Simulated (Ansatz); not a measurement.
**Single-point calculation, with input and output: CH₄AlBO₂**

The run: single-point calculation of CH₄AlBO₂. Method and program: RKS wB97X/x2c-TZVPPall (Ansatz 0.2.0).

The geometry comes from this level: PBE0-D4/def2-TZVP. Figures and captions count atoms from 1; the log counts them from 0 in places.

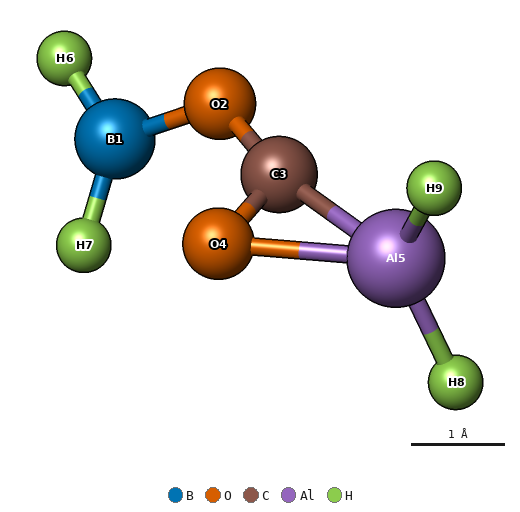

Figure 1. The structure as given in the input (ball-and-stick view, seen at a tilt; atoms are numbered from 1 in the order of the input). Sticks mark near contacts. Bond lengths as drawn: Al–C 1.94 Å, Al–H 1.58 Å, Al–O 1.96 Å, B–H 1.19 Å, B–O 1.38 Å and C–O 1.25 to 1.33 Å.

### Input file
```yaml
crystal:
  periodic: [false, false, false]
  atoms:
    - {symbol: B, position_ang: [1.614270, 1.134125, -0.896309]}
    - {symbol: O, position_ang: [0.740616, 1.082306, 0.164757]}
    - {symbol: C, position_ang: [-0.173066, 0.138680, 0.341975]}
    - {symbol: O, position_ang: [-0.780958, -0.330407, -0.644648]}
    - {symbol: Al, position_ang: [-1.466781, -1.158294, 0.992505]}
    - {symbol: H, position_ang: [2.241048, 2.141047, -0.996117]}
    - {symbol: H, position_ang: [1.736213, 0.184726, -1.605865]}
    - {symbol: H, position_ang: [-0.941155, -2.629726, 1.207645]}
    - {symbol: H, position_ang: [-2.881788, -0.608757, 1.418858]}
basis:
  gaussian: {orbitals: x2c-TZVPPall}
hamiltonian: {xc: {name: wB97X}}
output: {forces: true}
```

Hardware: 2 threads of Arm Neoverse V2, 23 GiB of memory available, shared host.

Launched with:
```bash
ansatz run in.yaml --threads 2 --pin off --events-out ev --progress --plain --max-ram 4352MiB
```

### What the program printed
```
Functional definition: wB97X
  name "wB97X"
  cite "Chai & Head-Gordon, J. Chem. Phys. 128, 084106 (2008) doi:10.1063/1.2834918"
  cite "Becke, J. Chem. Phys. 107, 8554 (1997) doi:10.1063/1.475007"
  parameter omega = 0.3/bohr
  parameter cx = 0.157706
  parameter cx1 = 0.726479
  parameter cx2 = 1.04760
  parameter cx3 = -5.70635
  parameter cx4 = 13.2794
  parameter css1 = -4.33879
  parameter css2 = 18.2308
  parameter css3 = -31.7430
  parameter css4 = 17.2901
  parameter cos1 = 2.37031
  parameter cos2 = -11.3995
  parameter cos3 = 6.58405
  parameter cos4 = -3.78132
  # The coefficients of nought are those of the uniform gas.
  exchange = spin_sum(e_x_unif_sr(omega)*poly(b97_u_x, 1 - cx, cx1, cx2, cx3, cx4)) + cx*exact_x_sr(omega)
      + exact_x_lr(omega)
  correlation = spin_sum(e_c_pw_same_spin*poly(b97_u_same, 1, css1, css2, css3, css4))
      + integral(e_c_pw_opposite_spin*poly(b97_u_opposite, 1, cos1, cos2, cos3, cos4))
1155 factors; their error is unknown
286 factors; integrals over basis functions are off by at most 1.4e-5 eV
mean field evaluation 1: about -12481.7514 eV, gradient 5.1e1 eV
mean field evaluation 2: about -12480.8632 eV, gradient 5.9e1 eV
mean field evaluation 4: about -12486.0101 eV, gradient 4.0e0 eV
mean field evaluation 8: about -12486.0417 eV, gradient 4.2e-2 eV
mean field evaluation 16: about -12486.0514 eV, gradient 7.2e-5 eV
mean field -12486.05144602 eV, -458.8539272916 hartree, gradient 7.8e-5 eV, S^2 0.000000; 0 other end points of the search recorded, 0 dependent functions left out
the calculation of the forces begins
reference -12486.05140222 eV, -458.8539256821 hartree; 22, 22 occupied and 200, 200 virtual orbitals, 1155 factors
Total energy: -12486.05140222 eV, -458.8539256821 hartree
Relativity: scalar
Atom 0 at     1.614270     1.134125    -0.896309 Å, force     0.125668     0.021904    -0.145383 eV/Å
Atom 1 at     0.740616     1.082306     0.164757 Å, force    -0.015209     0.066311     0.099465 eV/Å
Atom 2 at    -0.173066     0.138680     0.341975 Å, force    -0.088488    -0.070163     0.087112 eV/Å
Atom 3 at    -0.780958    -0.330407    -0.644648 Å, force    -0.001707    -0.015779    -0.026259 eV/Å
Atom 4 at    -1.466781    -1.158294     0.992505 Å, force    -0.054306    -0.052277     0.005769 eV/Å
Atom 5 at     2.241048     2.141047    -0.996117 Å, force    -0.014184    -0.026358    -0.006618 eV/Å
Atom 6 at     1.736213     0.184726    -1.605865 Å, force    -0.005907     0.021950     0.013081 eV/Å
Atom 7 at    -0.941155    -2.629726     1.207645 Å, force    -0.047856     0.103941    -0.005049 eV/Å
Atom 8 at    -2.881788    -0.608757     1.418858 Å, force     0.101989    -0.049528    -0.022119 eV/Å
Dipole moment:     0.200332     0.093263    -0.023447 e Å
```

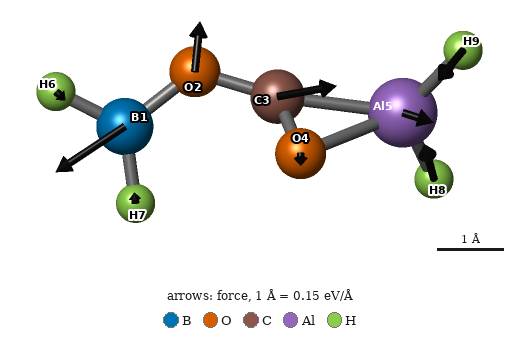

Figure 2. Forces on the atoms as black arrows (ball-and-stick view, seen at a tilt; atoms are numbered from 1 in the order of the input). The largest act on B1 (0.19 eV/Å); C3 (0.14 eV/Å); O2 (0.12 eV/Å); H8, H9 (0.12 eV/Å), among others. The geometry is not a stationary point of this energy.

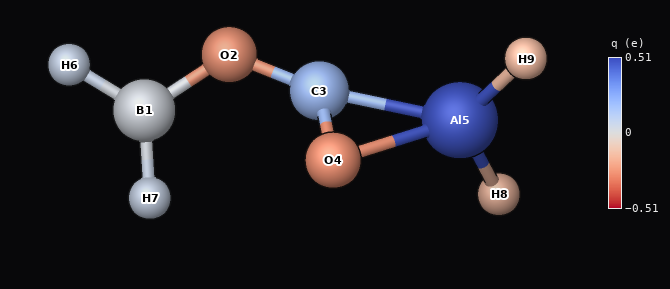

Figure 3. Mulliken charges, as the colour of each atom (ball-and-stick view, seen at a tilt; atoms are numbered from 1 in the order of the input). By element: B +0.02, O −0.26 to −0.25, C +0.19, Al +0.48 and H −0.15 to +0.06 e.

### Key numbers

| quantity | value |
| --- | --- |
| outcome | converged |
| total energy | −12486.0514 eV |
| SCF solution under orbital rotations | stable |
| largest force (length of the vector) | 0.193 eV/Å |
| dipole moment | 1.07 D |
| wall time | 11 s (CPU time 20 s) |
| peak memory | 0.64 GiB |
